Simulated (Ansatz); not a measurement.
A series of calculations on BNH₃Cl₃

**1. Relaxation**

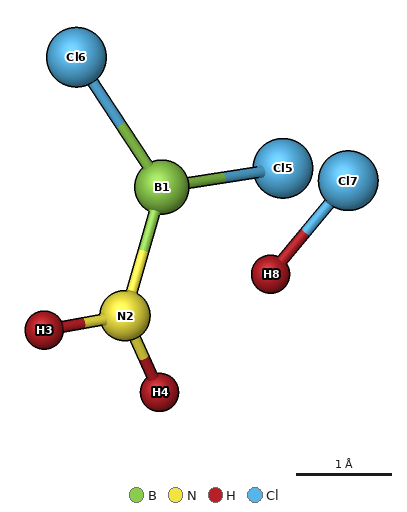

Starting structure of BNH₃Cl₃. The picture is a ball-and-stick view, seen from a free direction.

The run prepares an end point of a later path (reaction) calculation, from a guessed geometry.

All numbers below come from Ansatz, RKS r2SCAN-D4/def2-SVP.

Input file:
```yaml
crystal:
  periodic: [false, false, false]
  atoms:
    - { symbol: B, position_ang: [-0.004288, -0.151555, 0.243566] }
    - { symbol: "N", position_ang: [0.026239, -0.290142, 1.712174] }
    - { symbol: H, position_ang: [-0.765016, -0.684799, 2.208211] }
    - { symbol: H, position_ang: [0.909302, -0.316072, 2.210043] }
    - { symbol: Cl, position_ang: [1.488314, 0.204189, -0.613627] }
    - { symbol: Cl, position_ang: [-1.508542, -0.456024, -0.612743] }
    - { symbol: Cl, position_ang: [-0.663417, 2.824673, 0.616189] }
    - { symbol: H, position_ang: [-0.460692, 1.906229, 1.562287] }
basis:
  gaussian: { orbitals: def2-SVP }
hamiltonian:
  xc: r2scan
  dispersion: d4
relax:
  f_tol: 0.03
  max_steps: 50
```

Launched with:
```bash
ansatz run input.yaml --threads 4 --pin off --max-ram 5120MiB --backend cpu --events-out ev --progress --plain --runs-dir out
```

> Where does the relaxation end?

After 7 geometry steps the energy has fallen by 0.203 eV. The largest force component goes from 2.3 to 0.011 eV/Å. Cl7 moves most after the best rigid fit: 0.61 Å. By element the largest moves are Cl 0.61 Å, H 0.26 Å, B 0.18 Å, N 0.16 Å. Some distances before and after: B1–N2 1.475 → 1.406 Å, Cl7–H8 1.334 → 1.302 Å.

The structure at the end:

```xyz
8

B     0.0325   -0.3199    0.1947
N     0.0020   -0.1830    1.5935
H    -0.8147   -0.4475    2.1347
H     0.8539   -0.0786    2.1350
Cl    1.5416   -0.0605   -0.6746
Cl   -1.4452   -0.7206   -0.6751
Cl   -0.7118    3.0464    1.1793
H    -0.4363    1.8001    1.4386
```

The end point in the same view:

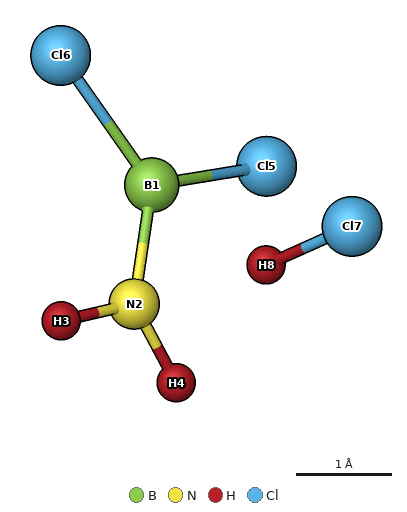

Limits of the set-up: the start holds two separate molecules, 2.3 Å apart at their closest, whose relative position is a soft coordinate.

**2. Relaxation**

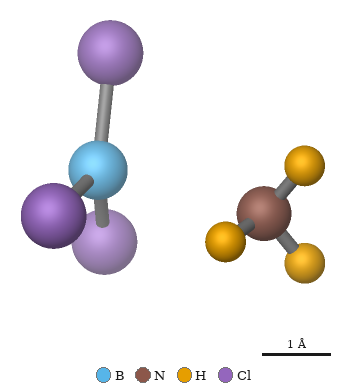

BNH$_{3}$Cl$_{3}$, before the relaxation. The picture is a ball-and-stick view, seen at a tilt.

The run prepares an end point of a later path (reaction) calculation, from a guessed geometry.

These are results of RKS r2SCAN-D4/def2-SVP (Ansatz), not measurements.

Input
```yaml
crystal:
  periodic: [false, false, false]
  atoms:
    - { symbol: B, position_ang: [-0.14158, 0.574809, -0.523685] }
    - { symbol: "N", position_ang: [-0.067484, 0.041747, 2.160436] }
    - { symbol: H, position_ang: [-0.777526, -0.494546, 2.655125] }
    - { symbol: H, position_ang: [0.813158, -0.087513, 2.653415] }
    - { symbol: Cl, position_ang: [1.465714, 0.06873, -0.978108] }
    - { symbol: Cl, position_ang: [-1.539278, -0.414141, -0.879774] }
    - { symbol: Cl, position_ang: [-0.410428, 2.304653, -0.003188] }
    - { symbol: H, position_ang: [-0.320676, 1.042761, 2.241878] }
basis:
  gaussian: { orbitals: def2-SVP }
hamiltonian:
  xc: r2scan
  dispersion: d4
relax:
  f_tol: 0.03
  max_steps: 50
```

Launched with:
```bash
ansatz run input.yaml --threads 4 --pin off --max-ram 5120MiB --backend cpu --events-out ev --progress --plain --runs-dir out
```

Question: Predict the outcome.

Answer: The energy falls by 1.081 eV in 10 accepted moves (12 points after the start). The largest force component goes from 0.87 to 0.0083 eV/Å. The line search rejected the trial steps at points 4, 8 of the run. H3 moves most after the best rigid fit: 0.99 Å. By element the largest moves are H 0.99 Å, B 0.68 Å, Cl 0.63 Å, N 0.44 Å. Some distances before and after: B1–N2 2.738 → 1.628 Å, B1–Cl5 1.745 → 1.835 Å, N2–H8 1.036 → 1.025 Å, B1–Cl7 1.826 → 1.835 Å. New bonds form, among them: B1–N2 (2.74 → 1.63 Å). Among the angles between lasting bonds that change: Cl5–B1–Cl6 121.3° → 113.9°, Cl5–B1–Cl7 119.0° → 113.9°, Cl6–B1–Cl7 118.4° → 113.9°.

Final geometry:

```xyz
8

B    -0.1254    0.5268    0.1572
N    -0.1188    0.2166    1.7554
H    -0.1900   -0.7925    1.9192
H     0.7499    0.5591    2.1775
Cl    1.3774   -0.3099   -0.4832
Cl   -1.6966   -0.2025   -0.4491
Cl   -0.0629    2.3573    0.0406
H    -0.9117    0.6815    2.2084
```

After the run, drawn alike:

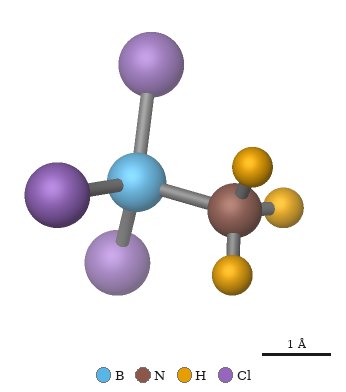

Limits of the set-up: the start holds two separate molecules, 2.6 Å apart at their closest, whose relative position is a soft coordinate.

**3. Path**

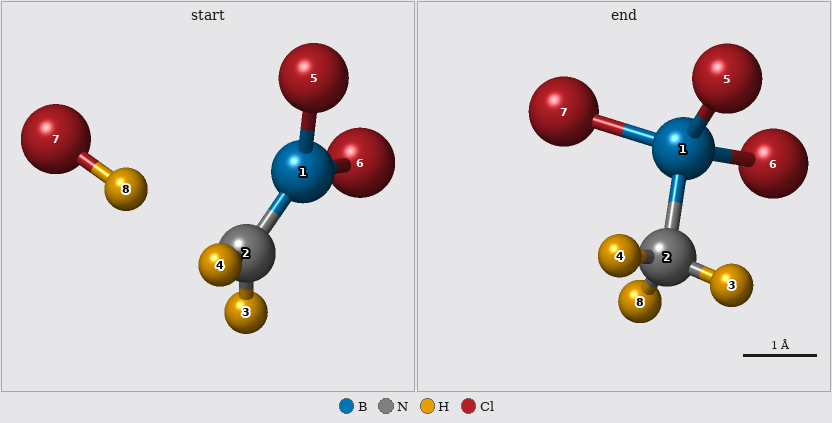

The two relaxed end points of a path for BNH₃Cl₃. The picture is a ball-and-stick view, seen at a tilt.

These are results of RKS r2SCAN-D4/def2-SVP (Ansatz 0.2.0), not measurements.

Settings: 5 movable images; climbing image; force threshold 0.05 eV/Å; iteration limit 60.

Start:
```xyz
8

B     0.0327   -0.3210    0.1958
N     0.0017   -0.1819    1.5944
H    -0.8151   -0.4455    2.1358
H     0.8535   -0.0767    2.1361
Cl    1.5421   -0.0629   -0.6733
Cl   -1.4446   -0.7231   -0.6738
Cl   -0.7119    3.0468    1.1749
H    -0.4365    1.8009    1.4362
```

End:
```xyz
8

B    -0.0991    0.5739    0.1682
N    -0.1479    0.1645    1.7432
H    -0.1933   -0.8545    1.8415
H     0.6914    0.5053    2.2224
Cl    1.4547   -0.1763   -0.4574
Cl   -1.6199   -0.1620   -0.5484
Cl   -0.0907    2.4092    0.1670
H    -0.9732    0.5765    2.1895
```

**What barrier does the band find between them, and by what path?**

The highest point, image 2, lies 60.3 kJ/mol above the start and 122.1 kJ/mol above the end; the end is at −61.8 kJ/mol relative to the start. Breaking: Cl7–H8 (1.30 → 1.57 at the top → 2.87 Å). Forming: B1–Cl7 (3.59 → 2.53 at the top → 1.84 Å), N2–H8 (2.04 → 1.29 at the top → 1.02 Å). The band converged in 15 iterations, with a climbing image at the top.

Energies of the converged images:

```json
{"image": "0", "path (Å)": "0.00", "E (kJ/mol)": "0.0"}
{"image": "1", "path (Å)": "0.58", "E (kJ/mol)": "9.5"}
{"image": "2", "path (Å)": "1.17", "E (kJ/mol)": "60.3"}
{"image": "3", "path (Å)": "1.75", "E (kJ/mol)": "-17.2"}
{"image": "4", "path (Å)": "2.34", "E (kJ/mol)": "-54.6"}
{"image": "5", "path (Å)": "2.92", "E (kJ/mol)": "-58.9"}
{"image": "6", "path (Å)": "3.50", "E (kJ/mol)": "-61.8"}
```

The geometry at the top of the path:

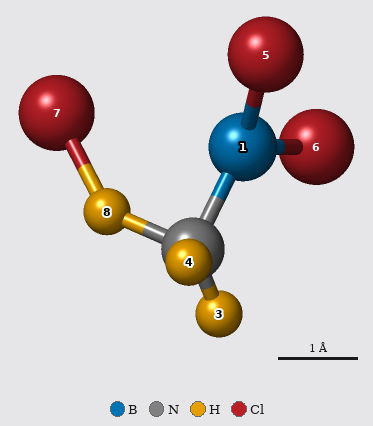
